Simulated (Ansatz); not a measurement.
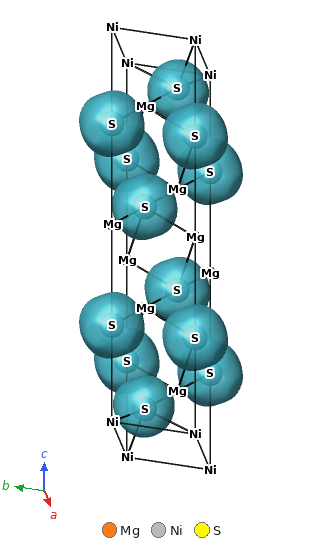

The picture shows: Mg5NiS6. Isosurface of the ELF at 0.65 (cyan), seen at an oblique angle. Only the valence region is drawn (cores and ρ < 0.01 e/Å³ removed). Sticks mark near contacts.

Space group P-3m1; a structure generated by program, which may or may not match a known phase; spin-polarised.

The calculation used Ansatz, DFT r2SCAN, scalar-relativistic, plane waves, PAW.

Core electrons are frozen (PAW), and the valence fields are smoothed inside the atomic spheres.

```
CELL_PARAMETERS angstrom
3.66332 0.00000 0.00000
-1.83166 3.17252 0.00000
0.00000 0.00000 17.79511
ATOMIC_POSITIONS crystal
Mg 0.33333 0.66667 0.84088
Mg 0.66667 0.33333 0.67051
Mg 0.00000 0.00000 0.50000
Mg 0.33333 0.66667 0.32949
Mg 0.66667 0.33333 0.15912
Ni 0.00000 0.00000 0.00000
S 0.66667 0.33333 0.92743
S 0.33333 0.66667 0.07257
S 0.00000 0.00000 0.75570
S 0.33333 0.66667 0.58523
S 0.66667 0.33333 0.41477
S 0.00000 0.00000 0.24430
```

Q: Describe the localisation domains.

A: The surface consists of six regions wrapped around S (the valence shell of each), counted in one cell of 12 atoms. Regions shared between cells count once. Profiles from the grid: Ni–S (2.48 Å): the ELF peaks at about 0.90 in the valence shell of S, 0.8 Å from its nucleus, and is about 0.50 at the midpoint. Mg–S (2.60 Å): the ELF peaks at about 0.90 in the valence shell of S, 0.9 Å from its nucleus, and falls to about 0.05 next to Mg; an ionic contact with no shared pair.
